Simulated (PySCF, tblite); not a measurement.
# C₆H₉ClO₂Si: geometry, infrared bands and NMR shifts

Aim: predict the infrared bands and NMR shifts of C₆H₉ClO₂Si (`COC(=O)C#CC[SiH2]CCl`).

Programs: tblite 0.8.0 and PySCF 2.14.0, with density-fitted response routines of our own. Each step states its level of theory. These are calculated values for one molecule in the gas phase, unless marked as measured. Atoms count from 0, in the outputs and in this text.

## Step 1: The molecule as given

19 atoms, charge 0, multiplicity 1; geometry from: force field or distance geometry start.

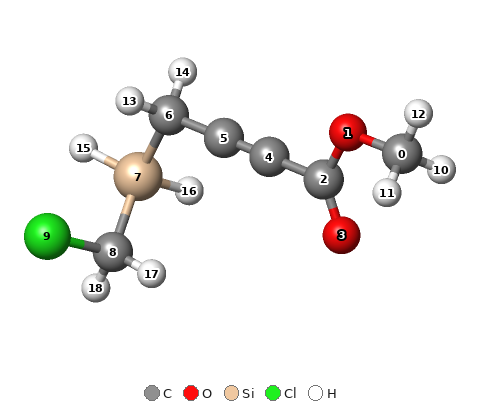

The starting geometry (carbon grey, oxygen red, silicon light orange, chlorine green, hydrogen white), atoms numbered.

## Step 2: Relaxing the molecule with GFN2-xTB

The job: settings as JSON, then the geometry in Å.

```
{"job": {"kind": "relax", "xc": "GFN2-xTB", "basis": "xTB"}, "charge": 0, "multiplicity": 1}
C      4.309300     1.173600    -0.180500
O      3.085000     0.570900    -0.632900
C      2.109600     0.577800     0.309100
O      2.163700     1.057600     1.423500
C      0.889600    -0.042500    -0.167900
C     -0.128500    -0.556300    -0.569100
C     -1.365300    -1.176400    -1.051600
Si    -2.692600    -1.315900     0.263800
C     -3.157500     0.313500     0.972400
Cl    -3.845800     1.352900    -0.300300
H      4.701500     0.641700     0.685400
H      4.131100     2.229100     0.058900
H      5.024100     1.116700    -0.982800
H     -1.750600    -0.605100    -1.898300
H     -1.144600    -2.173600    -1.426400
H     -3.892500    -1.994900    -0.312900
H     -2.220200    -2.212600     1.352100
H     -2.303500     0.832800     1.399800
H     -3.922900     0.220000     1.757100
```

Command:

```console
$ OMP_NUM_THREADS=1 python probes_run.py task.json out
```

One launch serves the whole session: the jobs run in the order shown.

The log of the run:

```text
step      E/eV     max force
  0    -864.57078    2.205
  1    -864.68399    0.740
  2    -864.70175    1.415
  3    -864.71496    0.951
  4    -864.72538    0.752
  5    -864.73507    0.209
  6    -864.74412    0.243
  7    -864.74748    0.253
  8    -864.74981    0.161
  9    -864.75161    0.081
 10    -864.75277    0.078
 11    -864.75369    0.080
 12    -864.75449    0.062
 13    -864.75513    0.064
 14    -864.75562    0.055
 15    -864.75602    0.046
 16    -864.75637    0.050
 17    -864.75670    0.057
 18    -864.75709    0.055
 19    -864.75760    0.060
 20    -864.75822    0.053
 21    -864.75876    0.048
 22    -864.75914    0.051
 23    -864.75945    0.049
 24    -864.75980    0.046
 25    -864.76019    0.048
 26    -864.76057    0.053
 27    -864.76093    0.054
 28    -864.76130    0.057
 29    -864.76173    0.044
 30    -864.76223    0.057
 31    -864.76283    0.062
 32    -864.76348    0.078
 33    -864.76403    0.069
 34    -864.76434    0.035
 35    -864.76447    0.027
 36    -864.76457    0.027
 37    -864.76469    0.029
 38    -864.76482    0.029
 39    -864.76492    0.023
 40    -864.76500    0.022
 41    -864.76507    0.025
 42    -864.76514    0.021
 43    -864.76519    0.021
 44    -864.76524    0.024
 45    -864.76528    0.029
 46    -864.76536    0.032
 47    -864.76548    0.039
 48    -864.76562    0.050
 49    -864.76576    0.043
 50    -864.76588    0.028
 51    -864.76598    0.031
 52    -864.76608    0.031
 53    -864.76621    0.039
 54    -864.76640    0.042
 55    -864.76667    0.048
 56    -864.76693    0.041
 57    -864.76711    0.027
 58    -864.76723    0.027
 59    -864.76736    0.037
 60    -864.76757    0.049
 61    -864.76782    0.042
 62    -864.76803    0.030
 63    -864.76818    0.031
 64    -864.76833    0.036
 65    -864.76853    0.045
 66    -864.76875    0.036
 67    -864.76895    0.027
 68    -864.76909    0.025
 69    -864.76923    0.033
 70    -864.76934    0.028
 71    -864.76942    0.016
 72    -864.76947    0.014
 73    -864.76951    0.017
 74    -864.76956    0.020
 75    -864.76961    0.014
 76    -864.76965    0.014
 77    -864.76968    0.014
 78    -864.76971    0.017
 79    -864.76976    0.020
 80    -864.76983    0.023
 81    -864.76989    0.023
 82    -864.76995    0.023
 83    -864.77002    0.021
 84    -864.77009    0.027
 85    -864.77015    0.017
 86    -864.77019    0.028
 87    -864.77021    0.011
 88    -864.77024    0.012
 89    -864.77026    0.017
 90    -864.77029    0.019
 91    -864.77033    0.017
 92    -864.77038    0.017
 93    -864.77041    0.012
 94    -864.77044    0.015
 95    -864.77046    0.018
 96    -864.77051    0.020
 97    -864.77057    0.021
 98    -864.77064    0.023
 99    -864.77069    0.026
100    -864.77073    0.026
101    -864.77081    0.026
102    -864.77092    0.031
103    -864.77106    0.026
104    -864.77118    0.024
105    -864.77128    0.024
106    -864.77136    0.018
107    -864.77142    0.046
108    -864.77147    0.055
109    -864.77153    0.019
110    -864.77156    0.048
111    -864.77161    0.041
112    -864.77167    0.033
113    -864.77194    0.020
114    -864.77200    0.024
115    -864.77207    0.024
116    -864.77212    0.017
117    -864.77215    0.019
118    -864.77216    0.026
119    -864.77217    0.008
```

Run time: 2 s. Hardware: 1 thread of Arm Neoverse N1, shared host; peak memory 0.18 GiB.

The steps of the relaxation: (not every step is listed)

| step | energy from step 0 (eV) | largest force (eV/Å) |
| --- | --- | --- |
| 0 | 0.0000 | 2.2047 |
| 1 | -0.1132 | 0.7405 |
| 2 | -0.1310 | 1.4154 |
| 3 | -0.1442 | 0.9508 |
| 4 | -0.1546 | 0.7518 |
| 5 | -0.1643 | 0.2090 |
| 6 | -0.1733 | 0.2433 |
| 7 | -0.1767 | 0.2531 |
| 8 | -0.1790 | 0.1612 |
| 18 | -0.1863 | 0.0554 |
| 28 | -0.1905 | 0.0567 |
| 38 | -0.1940 | 0.0290 |
| 48 | -0.1948 | 0.0499 |
| 58 | -0.1965 | 0.0273 |
| 68 | -0.1983 | 0.0249 |
| 78 | -0.1989 | 0.0175 |
| 88 | -0.1995 | 0.0118 |
| 98 | -0.1999 | 0.0227 |
| 108 | -0.2007 | 0.0553 |
| 114 | -0.2012 | 0.0235 |
| 115 | -0.2013 | 0.0244 |
| 116 | -0.2013 | 0.0175 |
| 117 | -0.2014 | 0.0193 |
| 118 | -0.2014 | 0.0256 |
| 119 | -0.2014 | 0.0082 |

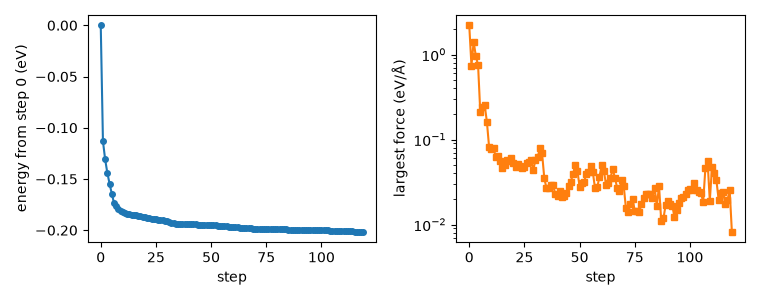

Energy and largest force along the relaxation.

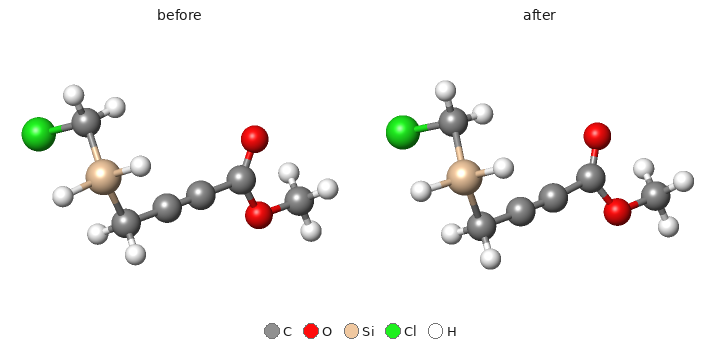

Before and after, at one scale.

Close pairs (by a distance rule), those that changed most:

| bond | before (Å) | after (Å) | change (Å) |
| --- | --- | --- | --- |
| Si7–C8 | 1.837 | 1.910 | +0.073 |
| C6–Si7 | 1.874 | 1.918 | +0.045 |
| C5–C6 | 1.465 | 1.434 | -0.031 |
| Si7–H15 | 1.494 | 1.463 | -0.031 |
| Si7–H16 | 1.487 | 1.465 | -0.022 |
| C0–O1 | 1.438 | 1.418 | -0.020 |
| C2–C4 | 1.449 | 1.435 | -0.015 |
| O1–C2 | 1.356 | 1.342 | -0.014 |

The end geometry stands in the next job.

## Step 3: Harmonic vibrations with GFN2-xTB

The job: settings as JSON, then the geometry in Å.

```
{"job": {"kind": "ir", "xc": "GFN2-xTB", "basis": "xTB"}, "charge": 0, "multiplicity": 1}
C      4.191416     1.122503    -0.043258
O      3.023674     0.462006    -0.501862
C      1.912048     0.669735     0.220416
O      1.856980     1.367958     1.202275
C      0.791023    -0.039872    -0.325672
C     -0.203016    -0.591879    -0.722919
C     -1.406747    -1.235793    -1.162202
Si    -2.635381    -1.418839     0.299805
C     -2.876988     0.333850     1.018471
Cl    -3.684069     1.342994    -0.216969
H      4.558444     0.650564     0.871268
H      3.977201     2.173008     0.165854
H      4.927523     1.030913    -0.838135
H     -1.857851    -0.623917    -1.946130
H     -1.164602    -2.205450    -1.598586
H     -3.908138    -1.925095    -0.215255
H     -2.069007    -2.282512     1.338725
H     -1.932792     0.821811     1.251618
H     -3.509521     0.357267     1.901807
```

The log of the run:

```text
mode    cm-1     km/mol
  1      -4.3      1.83
  2      18.5      1.04
  3      41.2      0.15
  4      50.1      3.02
  5      63.8      1.21
  6      95.7      2.92
  7     111.7      2.30
  8     149.3      0.90
  9     209.0      3.90
 10     226.7      2.40
 11     278.2     13.59
 12     310.6      2.39
 13     361.8      5.29
 14     435.1     13.79
 15     494.0     32.44
 16     538.0      4.89
 17     566.4      3.65
 18     634.8     59.49
 19     666.7     16.47
 20     689.7     72.45
 21     707.1     53.26
 22     730.9     40.04
 23     756.8     60.22
 24     770.2    238.93
 25     785.0    294.45
 26     821.4     34.43
 27     990.9    101.04
 28    1087.8      6.78
 29    1089.3     11.38
 30    1102.4    277.40
 31    1126.1      5.82
 32    1155.5     28.22
 33    1178.2    207.96
 34    1190.4      1.87
 35    1260.4    113.66
 36    1389.3      7.30
 37    1410.9     14.30
 38    1426.3      8.48
 39    1444.9      7.10
 40    1465.0      4.36
 41    1740.3    399.49
 42    2258.7    350.33
 43    2273.7    233.56
 44    2346.9    384.27
 45    2964.9     20.68
 46    2971.5     18.66
 47    2981.9     17.99
 48    2985.2     16.88
 49    2995.4      3.21
 50    3006.6      5.70
 51    3042.5     11.46
```

Run time: 1.7 s. Hardware: 1 thread of Arm Neoverse N1, shared host; peak memory 0.18 GiB.

The strongest bands and the atoms that carry them (share of the mass-weighted mode):

| cm⁻¹ | km/mol | atoms |
| --- | --- | --- |
| 770 | 238.9 | H15 27 %, H16 25 % |
| 785 | 294.4 | Si7 31 %, C8 20 %, C6 11 % |
| 1102 | 277.4 | O1 40 %, C0 20 % |
| 1178 | 208.0 | H14 39 %, H13 27 %, C6 18 % |
| 1740 | 399.5 | C2 63 %, O3 36 % |
| 2259 | 350.3 | H16 95 % |
| 2274 | 233.6 | H15 95 % |
| 2347 | 384.3 | C5 50 %, C4 48 % |

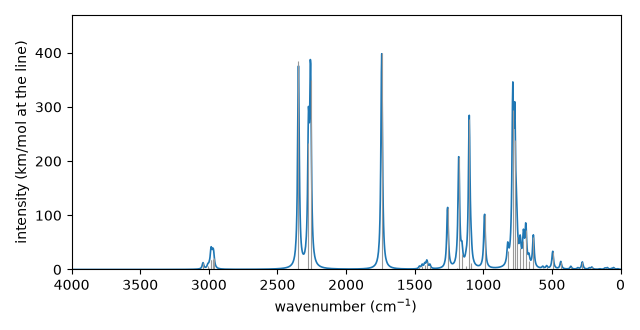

The infrared spectrum from these modes, unscaled. Lines are broadened to a width of 14 cm⁻¹ (Lorentzian).

## Step 4: Shielding tensors: PBE0/pcSseg-1

Same as in step 3 but for these lines:

```diff
@@ -1,2 +1,2 @@
-{"job": {"kind": "ir", "xc": "GFN2-xTB", "basis": "xTB"}, "charge": 0, "multiplicity": 1}
+{"job": {"kind": "nmr", "xc": "PBE0", "basis": "pcSseg-1"}, "charge": 0, "multiplicity": 1}
 C      4.191416     1.122503    -0.043258
```

Level: GIAO PBE0/pcSseg-1 NMR shielding, non-relativistic, gas phase.

The log of the run:

```text
coarse grid: 17520 points
cycle   1  E = -1133.1173841452  dE =  1.413e+00  |g| = 9.047e-01  |ddm| = 4.351e+00
cycle   2  E = -1132.7925850612  dE =  3.248e-01  |g| = 1.602e+00  |ddm| = 2.625e+00
cycle   3  E = -1133.2555194911  dE = -4.629e-01  |g| = 3.192e-01  |ddm| = 1.953e+00
cycle   4  E = -1133.2745959838  dE = -1.908e-02  |g| = 9.597e-02  |ddm| = 3.272e-01
cycle   5  E = -1133.2759999836  dE = -1.404e-03  |g| = 2.819e-02  |ddm| = 7.907e-02
cycle   6  E = -1133.2761766427  dE = -1.767e-04  |g| = 5.432e-03  |ddm| = 3.411e-02
cycle   7  E = -1133.2761827354  dE = -6.093e-06  |g| = 1.840e-03  |ddm| = 6.653e-03
final grid: 161688 points
cycle   8  E = -1133.3560600322  dE = -2.269e-05  |g| = 1.426e-02  |ddm| = 5.452e-02
cycle   9  E = -1133.3559920564  dE =  6.798e-05  |g| = 2.297e-02  |ddm| = 3.021e-02
cycle  10  E = -1133.3560968058  dE = -1.047e-04  |g| = 3.673e-03  |ddm| = 2.094e-02
cycle  11  E = -1133.3560997229  dE = -2.917e-06  |g| = 7.222e-04  |ddm| = 2.947e-03
cycle  12  E = -1133.3560998174  dE = -9.450e-08  |g| = 1.917e-04  |ddm| = 6.121e-04
cycle  13  E = -1133.3560998246  dE = -7.175e-09  |g| = 8.254e-05  |ddm| = 2.203e-04
cycle  14  E = -1133.3560998258  dE = -1.159e-09  |g| = 3.267e-05  |ddm| = 8.735e-05
cycle  15  E = -1133.3560998260  dE = -2.206e-10  |g| = 4.702e-06  |ddm| = 2.927e-05
converged SCF energy = -1133.3560998260

GIAO shielding tensors (ppm)
atom      isotropic    diamagn.    paramagn.     s11        s22        s33       span
  0 C      133.673     239.756    -106.083    102.247    120.393    178.379     76.131
  1 O      137.154     402.835    -265.681    -56.871    227.023    241.310    298.182
  2 C       25.707     263.289    -237.582    -72.184     73.119     76.186    148.369
  3 O     -120.715     406.716    -527.432   -406.718   -254.230    298.802    705.520
  4 C      107.137     248.618    -141.481     17.411     31.921    272.078    254.667
  5 C       93.911     267.067    -173.156      6.417     25.002    250.314    243.897
  6 C      187.039     255.668     -68.629    175.151    179.977    205.989     30.839
  7 Si     384.745     878.725    -493.980    346.731    389.151    418.352     71.621
  8 C      157.766     251.707     -93.941    136.228    141.845    195.224     58.996
  9 Cl     928.597    1146.169    -217.572    811.987    871.548   1102.256    290.269
 10 H       28.042      26.749       1.293     23.871     25.875     34.379     10.508
 11 H       27.404      27.100       0.304     23.701     25.723     32.787      9.086
 12 H       27.975      25.943       2.031     24.065     26.319     33.540      9.476
 13 H       29.355      29.568      -0.213     25.657     27.185     35.223      9.566
 14 H       29.932      29.061       0.871     23.789     28.067     37.941     14.152
 15 H       27.484      27.773      -0.288     23.721     25.480     33.251      9.529
 16 H       27.314      28.678      -1.365     23.734     25.162     33.045      9.311
 17 H       28.004      32.580      -4.576     24.058     25.326     34.628     10.570
 18 H       28.602      28.068       0.534     22.312     27.311     36.183     13.871
```

Wall time 98 s (1 thread of Arm Neoverse N1, shared host); peak memory 0.97 GiB.

Shifts follow as δ = σ(reference) − σ, with reference shieldings (ppm) from runs at the same level and on the same kind of geometry: 1H TMS 31.72, 13C TMS 186.9, 29Si TMS 349.2, 17O H2O 336.1, 35Cl HCl 950. The references are single molecules in the gas phase, so shifts against H2O, NH3, PH3, H3PO4 or CFCl3 are not on the usual liquid scales and can be off by tens of ppm. Atoms listed in one row are averaged.

| atoms | environment | σ (ppm) | δ (ppm) | δ scaled to CDCl3 |
| --- | --- | --- | --- | --- |
| C2 | ester carbonyl carbon | 25.7 | 161.2 | 155.4 |
| C5 | alkyne carbon | 93.9 | 93.0 | 88.9 |
| C4 | alkyne carbon | 107.1 | 79.8 | 76.0 |
| C0 | methyl carbon bonded to O | 133.7 | 53.3 | 50.1 |
| C8 | sp3 CH2 bonded to Cl and Si | 157.8 | 29.2 | 26.5 |
| C6 | propargylic sp3 CH2 bonded to Si | 187.0 | -0.1 | -2.0 |
| H15, H16 | hydrogen on a silicon bonded to 2 C | 27.40 | 4.32 | – |
| H10, H11, H12 | hydrogen on a methyl carbon bonded to O | 27.81 | 3.91 | 3.79 |
| H17, H18 | hydrogen on an sp3 CH2 bonded to Cl and Si | 28.30 | 3.41 | 3.32 |
| H13, H14 | hydrogen on a propargylic sp3 CH2 bonded to Si | 29.64 | 2.07 | 2.06 |
| O3 | ester carbonyl oxygen | -120.7 | 456.8 | – |
| O1 | ester alkoxy oxygen | 137.2 | 198.9 | – |
| Si7 | silicon bonded to 2 C, 2 H | 384.7 | -35.6 | – |
| Cl9 | chlorine bonded to C | 929 | 21 | – |

The scaled column applies a straight-line fit of computed shieldings to shifts measured in CDCl3, with any fitted terms for Cl, Br or S neighbours (root-mean-square error 0.16 ppm for H, 1.9 ppm for C).

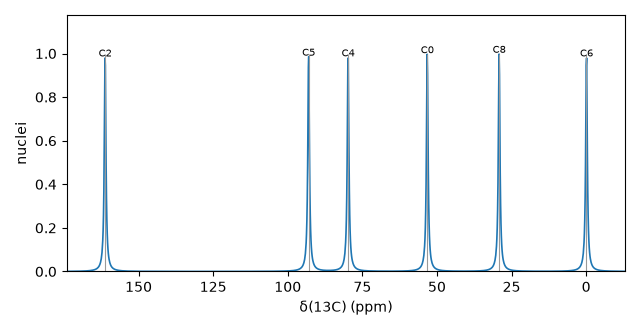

13C lines at the computed shifts, without couplings. Lines are broadened to a width of 0.65 ppm (Lorentzian).

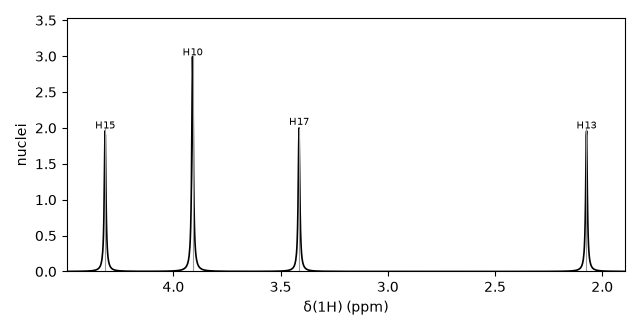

1H lines at the computed shifts, without couplings. Lines are broadened to a width of 0.01 ppm (Lorentzian).

The run also stored atomic charges by several schemes (e):

| atoms | Mulliken | IAO | Hirshfeld | ESP fit |
| --- | --- | --- | --- | --- |
| C0 | -0.02 | -0.22 | -0.03 | -0.19 |
| O1 | -0.46 | -0.33 | -0.10 | -0.38 |
| C2 | 0.26 | 0.51 | 0.21 | 1.12 |
| O3 | -0.40 | -0.45 | -0.26 | -0.59 |
| C4 | -0.04 | -0.13 | -0.08 | -0.73 |
| C5 | 0.08 | 0.02 | -0.01 | 0.38 |
| C6 | -0.48 | -0.55 | -0.14 | -0.58 |
| Si7 | 0.71 | 0.80 | 0.36 | 0.61 |
| C8 | -0.51 | -0.53 | -0.12 | -0.56 |
| Cl9 | -0.17 | -0.11 | -0.07 | -0.11 |

Hirshfeld charges:

C0 -0.03; O1 -0.10; C2 0.21; O3 -0.26; C4 -0.08; C5 -0.01; C6 -0.14; Si7 0.36; C8 -0.12; Cl9 -0.07; H10 0.05; H11 0.05; H12 0.06; H13 0.06; H14 0.06; H15 -0.07; H16 -0.07; H17 0.05; H18 0.05

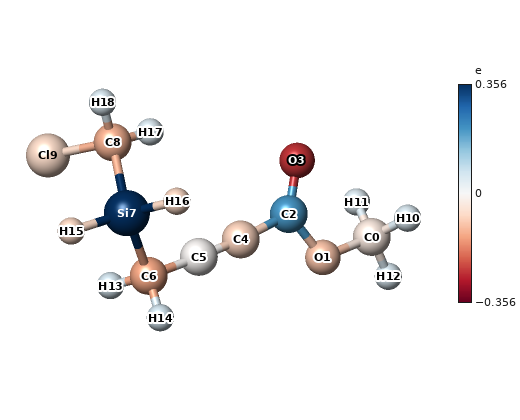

Hirshfeld charges, as colours on the atoms.

Mayer bond orders: C0–O1 0.86, O1–C2 1.11, C2–O3 1.88, C2–C4 1.09, C4–C5 2.21, C5–C6 1.14, C6–Si7 0.86, Si7–C8 0.87, C8–Cl9 0.95.

## Step 5: Results

| quantity | value |
| --- | --- |
| strongest single infrared mode (GFN2-xTB) | 1740 cm⁻¹, 399 km/mol |
| zero-point energy (GFN2-xTB) | 82.1 kcal/mol |
| 13C shifts against TMS (PBE0/pcSseg-1) | 161.2, 93.0, 79.8, 53.3, 29.2, -0.1 ppm |
| 1H shifts against TMS (PBE0/pcSseg-1, means over atoms taken as alike) | 4.32, 3.91, 3.41, 2.07 ppm |
| 17O shifts against H2O (PBE0/pcSseg-1) | 456.8, 198.9 ppm |
| 29Si shifts against TMS (PBE0/pcSseg-1) | -35.6 ppm |
| 35Cl shifts against HCl (PBE0/pcSseg-1) | 21 ppm |

**Reading.** The optimisation took 119 steps and gained 0.201 eV; among the close pairs (by a distance rule), Si7–C8 changed most, from 1.837 to 1.910 Å. The lowest mode is slightly imaginary (4i cm⁻¹), a soft motion within the noise of the Hessian, so the minimum is not strictly shown. The strongest single mode, at 1740 cm⁻¹, moves mainly C2 and O3. Unscaled tight-binding wavenumbers are off by several per cent, some by more. Its intensities can rank the bands wrongly. The most deshielded carbon is C2 (ester carbonyl carbon), at 161.2 ppm: it is a carbonyl in resonance with an O or N lone pair, the region of acids, esters and amides. At PBE0/pcSseg-1: Shielding is most anisotropic at O3 (span 706 ppm, paramagnetic term -527 ppm).
